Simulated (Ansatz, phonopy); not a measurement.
# Quasi-harmonic thermodynamics of CaO (Lime, Fm-3m), part 4 of 4

Aim: the lattice, expansion, heat capacity and bulk modulus of CaO (Lime) as it warms.

Experimental results on record:
- heat capacity C_P per formula unit 42.2 J/mol/K and bulk modulus 113 GPa near room temperature (given in “High-Throughput Prediction of Finite-Temperature Properties using the Quasi-Harmonic Approximation”, 2016, arXiv:1603.06924)

Ansatz 0.2.0; DFT LDA, scalar-relativistic, plane waves, PAW (the session's first sound run).

So far, isothermal bulk modulus at 298 K (GPa): step 5 (phonons on strained cells, functional LDA, q-mesh 2×2×2) 120; step 7 (q-mesh 4×4×4) 120.

## 9. A new level, relaxed again

The functional, the potentials or the cutoff change, so the crystal is relaxed again at the new setting.

This step: DFT PBE, scalar-relativistic, plane waves, PAW (Ansatz 0.2.0).

input.yaml

```yaml
crystal:
  lattice:
    - [0.0, 2.3539031613, 2.3539031613]
    - [2.3539031613, 0.0, 2.3539031613]
    - [2.3539031613, 2.3539031613, 0.0]
  atoms:
    - { symbol: Ca, position: [0.0, 0.0, 0.0] }
    - { symbol: O, position: [0.5, 0.5, 0.5] }
kpoints:
  mp_grid: { grid: [8, 8, 8] }
hamiltonian:
  xc: pbe
scf:
  occupations: { method: fixed }
  lower_state_search: "off"
output:
  forces: true
  stress: true
  eigenvalues: true
relax:
  adjacent_minimum: "off"
  f_tol: 0.001
  max_steps: 60
  cell: { stress_tol: 0.01 }
```

On the command line:

```bash
ansatz run input.yaml --threads 4 --pin off --max-ram 16384MiB --backend cpu --events-out ev --progress --plain --runs-dir out
```

Numbers of over 12 decimals in the logs are rounded to 6 here.

Output:

```text
[...]
Crystal: 2 atoms, lattice volume = 26.085 Å³
Basis set: ecut = 420 eV, 531 PW (Γ), exchange–correlation on 48×48×48 points (8 copies of the dense FFT grid, shifted against one another)
Bands: 12, of which v1, the nominal top of the filled ones, is band 8 counted from 1 (7 counted from 0)
Symmetry: 48 space group operations
[...]
k-points: 29 of 512
[...]
SCF iter   1: F=—  HF=-2387.663984 eV  |F-HF|=—  |Δ(HF+E_count)|=         —  Δρ=5.98e-4  dr2=2.50e-5  ethr=1.77e-3  ⟨swp⟩=4.9  Hψ=2058  notcnv=0  defer=7
[...]
SCF iter   6: F=-2387.663862 eV  HF=-2387.663863 eV  |F-HF|=4.52e-8  |Δ(HF+E_count)|=   2.65e-7  Δρ=2.15e-5  dr2=8.37e-8  ethr=6.25e-10  ⟨swp⟩=6.0  Hψ=1953  notcnv=0
SCF 1 converged in 6 iterations: F = -2387.663862 eV  dr2 = 8.37e-8
[...]
relax step   1: F+E_penalty+E_count = -2387.66386249 eV  Δ(F+E_penalty+E_count) = +0.000e0 eV  max|allowed force component| = 7.264e-30 eV/Å  Δτ_max = 0.0000 Å  P = +9.653 GPa  Ω = 26.085 Å³  (6 SCF iters, dr2 threshold 1.00e-7 eV, accepted)
Crystal: 2 atoms, lattice volume = 28.277 Å³
Basis set: ecut = 420 eV, 537 PW (Γ), exchange–correlation on 48×48×48 points (8 copies of the dense FFT grid, shifted against one another)
[...]
SCF iter   6: F=-2387.713695 eV  HF=-2387.713695 eV  |F-HF|=2.35e-9  |Δ(HF+E_count)|=   8.56e-7  Δρ=5.09e-6  dr2=2.64e-9  ethr=1.25e-9  ⟨swp⟩=5.8  Hψ=1869  notcnv=0
SCF 2 converged in 6 iterations: F = -2387.713695 eV  dr2 = 2.64e-9
relax step   2: F+E_penalty+E_count = -2387.71369515 eV  Δ(F+E_penalty+E_count) = -4.983e-2 eV  max|allowed force component| = 4.049e-29 eV/Å  Δτ_max = 0.0000 Å  P = -0.869 GPa  Ω = 28.277 Å³  energy of the carried Pulay correction = -5.744e-3 eV  (6 SCF iters, dr2 threshold 2.00e-7 eV, accepted)
Crystal: 2 atoms, lattice volume = 28.082 Å³
[...]
SCF iter   5: F=-2387.714768 eV  HF=-2387.714768 eV  |F-HF|=1.76e-8  |Δ(HF+E_count)|=   1.81e-7  Δρ=1.21e-5  dr2=2.63e-8  ethr=1.25e-9  ⟨swp⟩=3.1  Hψ=1427  notcnv=0
SCF 3 converged in 5 iterations: F = -2387.714768 eV  dr2 = 2.63e-8
relax step   3: F+E_penalty+E_count = -2387.71476834 eV  Δ(F+E_penalty+E_count) = -1.073e-3 eV  max|allowed force component| = 5.259e-30 eV/Å  Δτ_max = 0.0000 Å  P = -0.083 GPa  Ω = 28.082 Å³  energy of the carried Pulay correction = -5.252e-3 eV  (5 SCF iters, dr2 threshold 2.00e-7 eV, accepted)
[...]
relax step   4: F+E_penalty+E_count = -2387.71482371 eV  Δ(F+E_penalty+E_count) = -5.537e-5 eV  max|allowed force component| = 4.437e-30 eV/Å  Δτ_max = 0.0000 Å  P = -0.003 GPa  Ω = 28.062 Å³  energy of the carried Pulay correction = -5.202e-3 eV  (4 SCF iters, dr2 threshold 1.72e-8 eV, accepted)
[...]
relax step   5: F+E_penalty+E_count = -2387.72257584 eV  Δ(F+E_penalty+E_count) = -7.752e-3 eV  max|allowed force component| = 7.560e-30 eV/Å  Δτ_max = 0.0000 Å  P = +0.462 GPa  Ω = 28.062 Å³  stress off target by 4.62e-1 GPa  SCF on the basis re-selected at this cell (its energy is not comparable with the rows above)  (8 SCF iters)
[...]
relax step   6: F+E_penalty+E_count = -2387.72244883 eV  Δ(F+E_penalty+E_count) = +1.270e-4 eV  max|allowed force component| = 5.654e-30 eV/Å  Δτ_max = 0.0000 Å  P = +0.024 GPa  Ω = 28.176 Å³  energy of the carried Pulay correction = -2.986e-4 eV  (3 SCF iters, dr2 threshold 2.00e-7 eV, accepted)
[...]
relax step   7: F+E_penalty+E_count = -2387.72243261 eV  Δ(F+E_penalty+E_count) = +1.622e-5 eV  max|allowed force component| = 2.284e-30 eV/Å  Δτ_max = 0.0000 Å  P = -0.000 GPa  Ω = 28.182 Å³  energy of the carried Pulay correction = -3.153e-4 eV  (4 SCF iters, dr2 threshold 1.45e-9 eV, accepted)
[...]
SCF iter   6: F=-2387.722757 eV  HF=-2387.722757 eV  |F-HF|=1.36e-12  |Δ(HF+E_count)|=  2.32e-10  Δρ=3.48e-8  dr2=9.54e-14  ethr=1.00e-12  ⟨swp⟩=5.2  Hψ=2184  notcnv=0
SCF 8 converged in 6 iterations: F = -2387.722757 eV  dr2 = 9.54e-14
relax step   8: F+E_penalty+E_count = -2387.72275688 eV  Δ(F+E_penalty+E_count) = -3.243e-4 eV  max|allowed force component| = 5.654e-30 eV/Å  Δτ_max = 0.0000 Å  P = +0.008 GPa  Ω = 28.182 Å³  stress off target by 7.69e-3 GPa  SCF on the basis re-selected at this cell (its energy is not comparable with the rows above)  (6 SCF iters)
[...]
SCF converged after 6 iterations
Free energy (F): -2387.722757 eV
[...]
Internal energy: -2387.722757 eV  (E = F + TS)
E sigma→0 (E₀):  -2387.722757 eV
Fermi energy:    7.528691 eV
[...]
--- Stress (GPa, compression-positive) ---
        0.007691      -0.000000       0.000000
       -0.000000       0.007691      -0.000000
        0.000000      -0.000000       0.007691
  P = ⅓ Tr σ = 0.0077 GPa (0.077 kbar)
--- Band table (eV; the first three rows and the last of 29) ---
  k-point 0: bands = [... 4 lower, -7.9591, 7.5287, 7.5287, 7.5287, 12.1368, 13.7282, 13.7282, 13.7282]
  k-point 1: bands = [... 4 lower, -7.7549, 7.0018, 7.3261, 7.3261, 12.8165, 13.6860, 13.9858, 13.9858]
  k-point 2: bands = [... 4 lower, -7.3337, 6.0199, 6.8905, 6.8905, 13.7432, 14.2688, 14.6617, 14.6617]
  k-point 28: bands = [... 4 lower, -7.3664, 6.2749, 6.4749, 6.4749, 13.8034, 13.8034, 15.8142, 16.9673]
--- Relaxed structure (6 steps of the walk, 6 accepted, 2 SCFs on fresh bases) ---
[...]
cell:  # Å, volume = 28.1821 Å³
    - [0, 2.415356, 2.415356]
    - [2.415356, 0, 2.415356]
    - [2.415356, 2.415356, 0]
  atoms:
    - { symbol: Ca, position: [0, 0, 0] }
    - { symbol: O, position: [0.5, 0.5, 0.5] }
```

Run time: 2.3 s. Hardware: 4 threads of Arm Neoverse V1, shared host; peak memory 0.28 GiB; 6.9 s of CPU time.

Step by step:

| step | energy less that of the first step (eV) | largest force component (eV/Å) | pressure (GPa) | volume (Å³) |
| --- | --- | --- | --- | --- |
| 1 | 0.0000 | 0.0000 | 9.65 | 26.09 |
| 2 | -0.0498 | 0.0000 | -0.87 | 28.28 |
| 3 | -0.0509 | 0.0000 | -0.08 | 28.08 |
| 4 | -0.0510 | 0.0000 | 0.00 | 28.06 |
| 5* | -0.0587 | 0.0000 | 0.46 | 28.06 |
| 6 | -0.0586 | 0.0000 | 0.02 | 28.18 |
| 7 | -0.0586 | 0.0000 | 0.00 | 28.18 |
| 8* | -0.0589 | 0.0000 | 0.01 | 28.18 |

Relaxation steps marked * repeat the geometry before them on a plane-wave basis chosen anew for their cell, so energy and pressure can jump there.

Forces are held to the 48 operations that the run works with; a distortion that breaks them can't arise in this run.

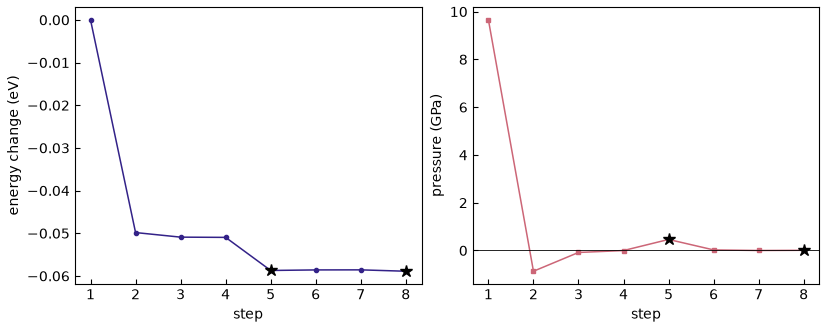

Energy and pressure along the relaxation. Stars mark steps on a basis chosen anew.

| conventional cell, symmetrised | before | after | change |
| --- | --- | --- | --- |
| a (Å) | 4.708 | 4.831 | +2.6 % |
| b (Å) | 4.708 | 4.831 | +2.6 % |
| c (Å) | 4.708 | 4.831 | +2.6 % |
| volume (Å³/atom) | 13.04 | 14.09 | +8.0 % |

Final coordinates:

```xyz
2
Lattice="0.0000 2.4154 2.4154 2.4154 0.0000 2.4154 2.4154 2.4154 0.0000" Properties=species:S:1:pos:R:3 pbc="T T T"
Ca    0.0000    0.0000    0.0000
O     2.4154    2.4154    2.4154
```

Numbers from this step:

| Property | Result |
| --- | --- |
| pressure | 0.007691 GPa |
| gap on the k-mesh | 3.658 eV |
| volume per atom | 14.09 Å³/atom |

The residual pressure is 0.0077 GPa, small enough for phonons.

## 10. The quasi-harmonic study, q-mesh 4×4×4

Thermal expansion follows from how the free energy of the vibrations (and of the electrons in a metal) changes with strain, so the program makes strained cells, their phonons and a fit in one run.

input.yaml, the sections that differ from step 9:

```yaml
crystal:
  lattice:
    - [0.0, 2.4153558207, 2.4153558207]
    - [2.4153558207, 0.0, 2.4153558207]
    - [2.4153558207, 2.4153558207, 0.0]
  atoms:
    - { symbol: Ca, position: [0.0, 0.0, 0.0] }
    - { symbol: O, position: [0.5, 0.5, 0.5] }
output:
  eigenvalues: true
phonons:
  method: dfpt
  qmesh: [4, 4, 4]
  temperatures: { t_max: 1200.0, t_step: 50 }
  thermal_expansion: {}
# kpoints, hamiltonian, scf: as in step 9
# relax: removed
```

Output:

```text
[...]
Crystal: 2 atoms, lattice volume = 28.182 Å³
Basis set: ecut = 487.2 eV, 701 PW (Γ), exchange–correlation on 50×50×50 points (8 copies of the dense FFT grid, shifted against one another)
Bands: 12, of which v1, the nominal top of the filled ones, is band 8 counted from 1 (7 counted from 0)
Symmetry: 48 space group operations
[...]
vibrations' free energy: its fit leaves 0.0002 meV an atom at the most
  the electrons' free energy at temperature is not in it: every band gap is over 1.24 eV
  free energies summed between the sampled wave vectors
[...]
the FFT grids of the static calculations differ: 25 × 25 × 25, 27 × 27 × 27
  band gaps on the cells' k-points are 3.649 to 3.661 eV
[key lines of the parts left out:]
SCF converged after 10 iterations
Free energy (F): -2387.727934 eV
Fermi energy:    7.528974 eV
P = ⅓ Tr σ = 0.0183 GPa (0.183 kbar)
```

Run time: 7.3 min. Hardware: 4 threads; peak memory 0.87 GiB.

Changing the level of theory (LDA → PBE) takes the volume expansion at 298 K from 34.9 to 44.3 × 10⁻⁶/K and B_T from 120 to 96.7 GPa.

## 11. The series together

Times are for 4 threads of Arm Neoverse V1, shared host. The runs compared:

| no. | functional | cutoff (eV) | k-mesh | q-mesh | method | pressure (GPa) | volume expansion coefficient at 298 K (1e-6/K) | C_P at 298 K (J/mol-atom/K) | isothermal bulk modulus at 298 K (GPa) | time | memory (GiB) |
| --- | --- | --- | --- | --- | --- | --- | --- | --- | --- | --- | --- |
| 1 | lda | 487.2 | 8×8×8 | 2×2×2 | dfpt | 0 | 35.12 | 21.31 | 120.3 | 49 s | 0.53 |
| 2 | lda | 487.2 | 8×8×8 | 4×4×4 | dfpt | 0 | 34.93 | 21.28 | 120.2 | 4 min | 0.8 |
| 3 | pbe | 487.2 | 8×8×8 | 4×4×4 | dfpt | 0 | 44.25 | 21.96 | 96.72 | 7.3 min | 0.87 |

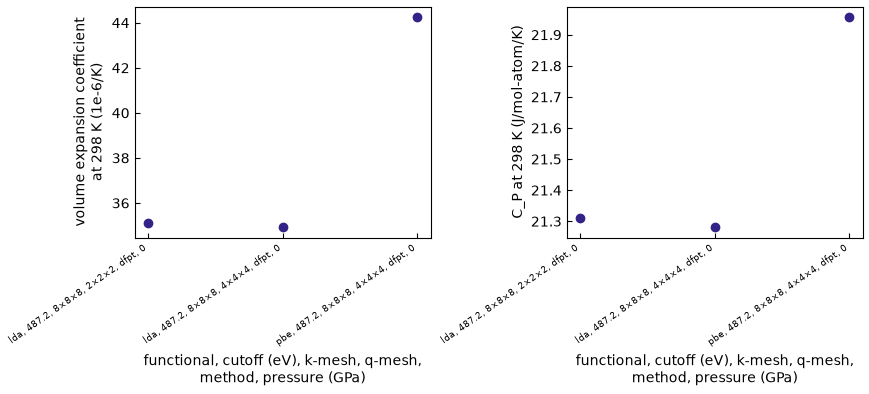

The series as plots.

The runs together, line volume. Expansion coefficient, volume against temperature; values in 1e-6/K:

| temperature (K) | lda, 487.2, 8×8×8, 2×2×2, dfpt, 0 | lda, 487.2, 8×8×8, 4×4×4, dfpt, 0 | pbe, 487.2, 8×8×8, 4×4×4, dfpt, 0 |
| --- | --- | --- | --- |
| 0 | 0 | 0 | 0 |
| 50 | 2.03 | 1.99 | 3.57 |
| 150 | 22.0 | 21.8 | 29.6 |
| 200 | 28.4 | 28.1 | 36.6 |
| 298 | 35.1 | 34.9 | 44.2 |
| 300 | 35.2 | 35.0 | 44.4 |
| 400 | 38.9 | 38.7 | 48.8 |
| 450 | 40.2 | 40.1 | 50.6 |
| 550 | 42.5 | 42.4 | 53.9 |
| 600 | 43.6 | 43.5 | 55.5 |
| 700 | 45.6 | 45.5 | 58.8 |
| 750 | 46.6 | 46.6 | 60.6 |
| 850 | 48.6 | 48.7 | 64.6 |
| 900 | 49.7 | 49.8 | 66.8 |
| 1000 | 52 | 52.2 | 72.0 |
| 1050 | 53.2 | 53.5 | 75 |
| 1150 | 55.9 | 56.2 | 82.3 |
| 1200 | 57.3 | 57.7 | 86.8 |

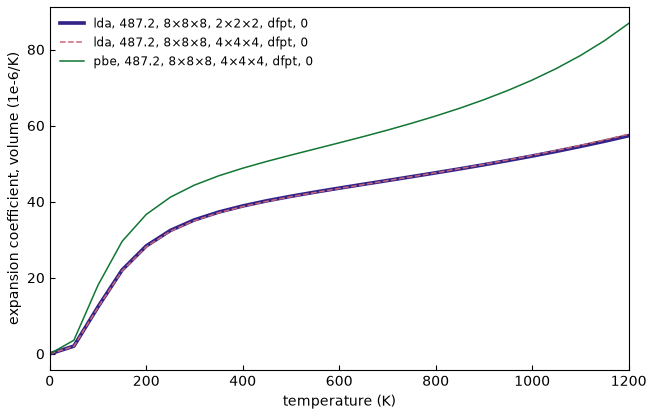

Expansion coefficient, volume against temperature.

The runs together, line C_P. Table of heat capacity, C_P by temperature; values in J/mol-atom/K:

| temperature (K) | lda, 487.2, 8×8×8, 2×2×2, dfpt, 0 | lda, 487.2, 8×8×8, 4×4×4, dfpt, 0 | pbe, 487.2, 8×8×8, 4×4×4, dfpt, 0 |
| --- | --- | --- | --- |
| 0 | 0 | 0 | 0 |
| 150 | 13.6 | 13.6 | 14.8 |
| 298 | 21.3 | 21.3 | 22.0 |
| 350 | 22.4 | 22.4 | 23.0 |
| 500 | 24.2 | 24.2 | 24.7 |
| 650 | 25.2 | 25.2 | 25.8 |
| 800 | 25.9 | 25.9 | 26.7 |
| 900 | 26.3 | 26.3 | 27.3 |
| 1050 | 27.0 | 27.0 | 28.4 |
| 1200 | 27.7 | 27.7 | 29.8 |

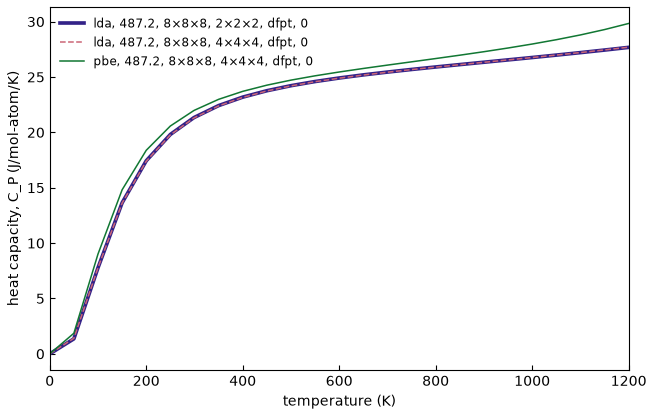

Heat capacity, C_P against temperature.

## 12. Quasi-harmonic fit by phonopy

This step: DFT PBE, scalar-relativistic, plane waves, PAW (phonopy 4.10.0).

Energy (each curve on its own zero) against volume; values in meV/atom:

| volume (Å³/atom) | static | F at 0 K | F at 300 K | F at 1200 K |
| --- | --- | --- | --- | --- |
| 14.097 | 0 | 3.39 | 6.43 | 23.1 |
| 14.309 | 1.05 | 3.23 | 5.29 | 16.3 |
| 14.579 | 5.18 | 5.84 | 6.58 | 10.3 |
| 14.827 | 11.4 | 10.8 | 10.2 | 7.1 |
| 15.079 | 20.1 | 18.0 | 16.1 | 5.74 |
| 15.334 | 30.9 | 27.4 | 24.0 | 6.07 |

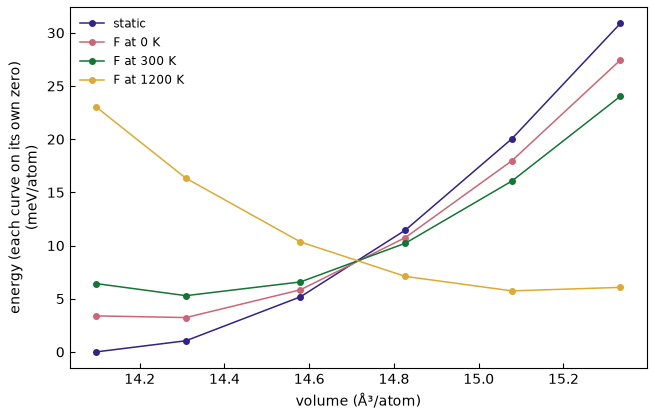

Energy (each curve on its own zero), plotted against volume.

The fit gives a volume expansion of 44.2 × 10⁻⁶/K at 300 K, against 44.3 at 298 K from the study itself, whose static fit uses more cells.

## 13. Summary of results

* settings of these figures: PBE, 487.2 eV, k 8×8×8, q 4×4×4
* volume expansion coefficient at 298 K: 44.25 1e-6/K
* C_P at 298 K: 21.96 J/mol-atom/K
* entropy at 298 K: 21.69 J/mol-atom/K
* isothermal bulk modulus at 298 K: 96.72 GPa
* Grüneisen parameter at 298 K: 1.720
* volume at 298 K: 14.32 Å³/atom
* principal linear expansion coefficients at 298 K: 14.75, 14.75, 14.75 1e-6/K

In words: Near room temperature CaO (Lime) expands by 44.3 × 10⁻⁶/K in volume by PBE, with C_P = 22.0 J/(mol K) per mole of atoms and B_T = 96.7 GPa. Between 298.15 and 1200 K the bulk modulus falls by 36 % and the Grüneisen parameter grows; in this range the quasi-harmonic approximation, which lacks anharmonicity at fixed volume, tends to overshoot. C_P at room temperature is 88 % of the classical 3R an atom, so the stiffest modes are still partly frozen out. A measured bulk modulus near room temperature is 113 GPa (arXiv:1603.06924); the calculated 96.7 GPa differs by -14 %. The table does not say whether its value is isothermal or adiabatic. A measured heat capacity per formula unit near room temperature is 42.2 J/mol/K (arXiv:1603.06924); the calculated 43.9 J/mol/K differs by +4 %. The levels of theory differ by up to 9.3 × 10⁻⁶/K in the volume expansion at 298 K.

[Logs are printed without paths, hosts, clocks, repeated set-up lines and the standing remarks that a program may print on its own settings, such as how far it seeks lower states.]

[Hosts, paths, dates, database ids (printed as entryN), source tags and the programs' standing remarks are cut or masked in the printed files.]

[A step with changed settings may run another functional than the one named; its input shows which.]
